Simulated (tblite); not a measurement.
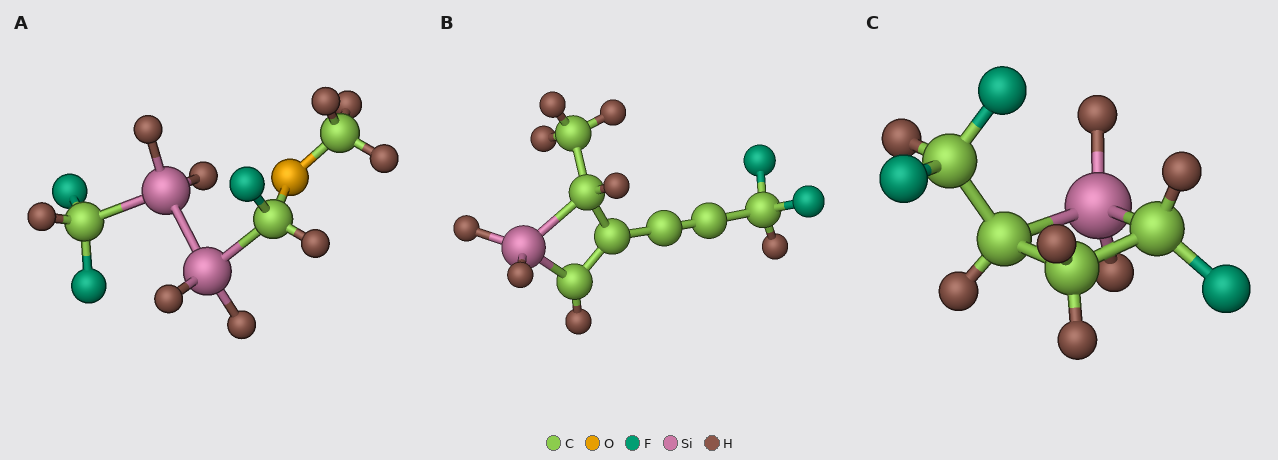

Source: calculation with tblite.

Which panel belongs to which SMILES?
(1) CO[C@@H](F)[SiH2][SiH2]C(F)F
(2) FC(F)[C@@H]1C[C@@H](F)[SiH2]1
(3) C[C@H]1[SiH2]C=C1C#CC(F)F

A is (1), B is (3), C is (2).
